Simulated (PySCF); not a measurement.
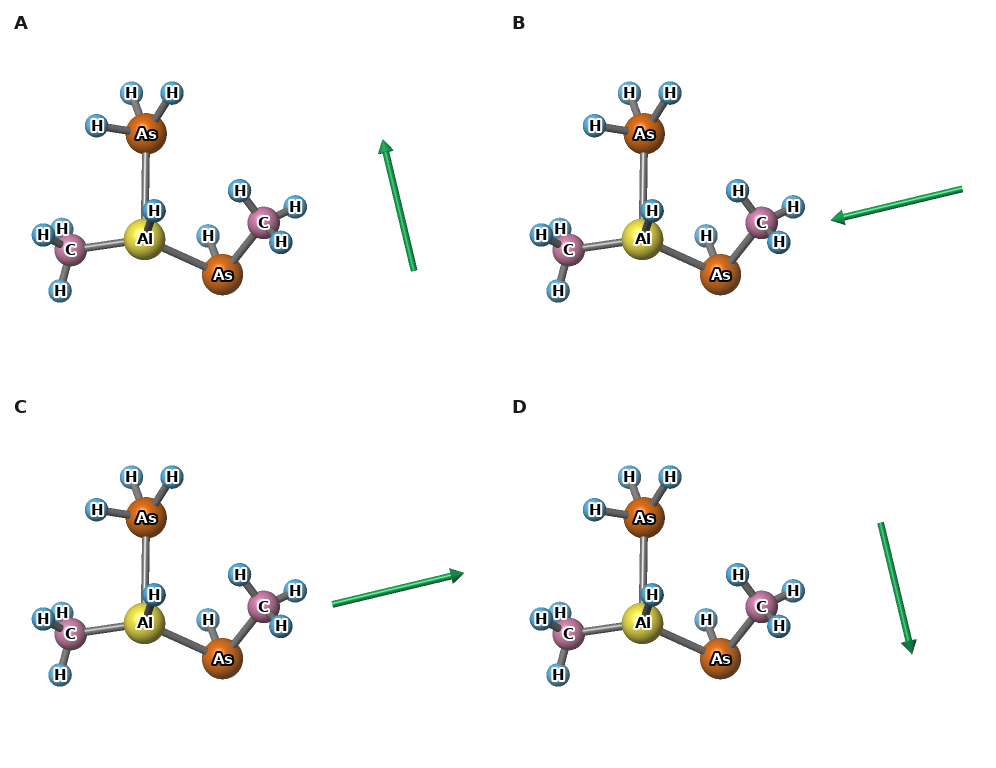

The same molecule four times, each with an arrow. The computed structure is the end point of a GFN2-xTB optimisation. No frequency run is at hand to confirm it as a minimum. Method: ωB97X-D/def2-SVPD, gas phase (PySCF 2.14.0).

Question: Which arrow points along the dipole moment, from the negative to the positive end?

Answer: A. The dipole moment is 2.71 D.

The geometry is semi-empirical. Around Al, As such bond lengths and angles can be off by a tenth of an ångström or more and by several degrees, and values that hang on the shape move with them.
